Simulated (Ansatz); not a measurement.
# BH3O (charge -1): ladder of basis sets, by script

How does the energy of BH3O (charge -1) converge with the basis? The task is a ladder of basis sets, for BH3O (charge -1). SMILES: [BH2-]O.

Computed with the Python package of Ansatz 0.2.0. The levels of theory stand in the script.

## 1. The structure

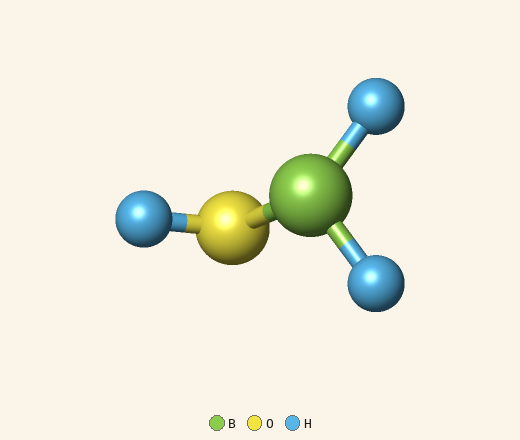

The structure that the script starts from, seen from a chosen angle (boron green, oxygen yellow, hydrogen blue).

bh3o.xyz, read by the script:

```xyz
5

B    -0.38360    0.19540    0.21180
O     0.84900   -0.35240   -0.37140
H    -1.06360   -0.69650    0.61320
H    -0.97960    0.80530   -0.61980
H     1.57780    0.04820    0.16620
```

## 2. The code

Input file run_basis.py:

```python
import ansatz as az


def main() -> None:
    geometry = az.Crystal.molecule_from_extxyz('bh3o.xyz')

    base = (
        geometry.calculation()
        .correlation('ccsd_t')
        .charge(-1)
        .spin('collinear', total=1)
    )

    energies = {}
    for basis in ['cc-pVDZ', 'cc-pVTZ']:
        data = base.basis(gaussian=basis).run(threads=1).report
        size = data['n_frozen'] + data['n_occupied'][0] + data['n_virtual'][0]
        energies[basis] = (data['reference_energy_ev'] / 27.211386246, data['free_energy_ev'] / 27.211386246)
        print(f'{basis:14s} {size:4d} orbitals  reference {energies[basis][0]:14.6f} Ha  total {energies[basis][1]:14.6f} Ha')

    small, large = (energies[b][1] - energies[b][0] for b in ('cc-pVDZ', 'cc-pVTZ'))
    limit = (3 ** 3 * large - 2 ** 3 * small) / (3 ** 3 - 2 ** 3)
    print(f'correlation energy: {small:.6f} and {large:.6f} Ha, extrapolated {limit:.6f} Ha')
    print(f'share caught by the larger set: {100 * large / limit:.1f} %')


if __name__ == '__main__':
    main()
```

## 3. What the engine is handed

The engine receives this input (first run):

```yaml
crystal:
  periodic: [false, false, false]
  atoms:
    - { symbol: B, position_ang: [-0.3836, 0.1954, 0.2118] }
    - { symbol: O, position_ang: [0.849, -0.3524, -0.3714] }
    - { symbol: H, position_ang: [-1.0636, -0.6965, 0.6132] }
    - { symbol: H, position_ang: [-0.9796, 0.8053, -0.6198] }
    - { symbol: H, position_ang: [1.5778, 0.0482, 0.1662] }
basis:
  gaussian:
    orbitals: cc-pVDZ
magnetization:
  spin_polarized: true
  initial_magnetization: 1.0
total_charge: -1.0
correlation:
  method: ccsd_t
```

## 4. The run

Started as:

```console
python run_basis.py
```

What it wrote:

```text
cc-pVDZ          43 orbitals  reference    -101.233668 Ha  total    -101.552957 Ha
cc-pVTZ         102 orbitals  reference    -101.277959 Ha  total    -101.678532 Ha
correlation energy: -0.319289 and -0.400573 Ha, extrapolated -0.434798 Ha
share caught by the larger set: 92.1 %
```

Wall time 16 s (1 thread of Arm Neoverse V2, shared host); peak memory 0.76 GiB.

## 5. What changed from run to run

The engine's inputs for the other runs:

Run 2, against run 1:

```diff
@@ -11 +11 @@
-    orbitals: cc-pVDZ
+    orbitals: cc-pVTZ
```

## 6. The runs side by side

One row for each of the 2 runs:

```
run    basis  energy (eV)  <S²>  iterations in all  CPU time (s)
  1  cc-pVDZ   -2763.3967  0.75                 40           0.9
  2  cc-pVTZ   -2766.8138  0.75                 63            15
```

Correlation energies (total less mean field):

```csv
basis,correlation (eV),share of the last,miss against the last (eV),CPU time (s)
cc-pVDZ,-8.688,79.7 %,+2.212,0.9
cc-pVTZ,-10.900,100.0 %,+0.000,15
```

## 7. What came out

| quantity | value |
| --- | --- |
| extrapolated correlation energy | -0.434798 Ha |
| runs compared | 2 |
| correlation energy, last run | -10.900 eV |

Against cc-pVDZ: cc-pVTZ -125.6 mHa. The last step alone is -125.57 mHa. From the first set to the last the time grows from 0.9 to 15.1 s. The drop along the ladder measures the basis error, and is no property of the molecule. The geometry is a force-field or estimated start, not a minimum of this method, and the last set is no limit. Much of the fall in a total is atomic energy, which cancels in bond and reaction energies. The species is open-shell (spin multiplicity 2). Inner cores stay frozen, so this is valence correlation. An extrapolation from small basis sets is rough. Anions want diffuse functions, which this basis lacks.
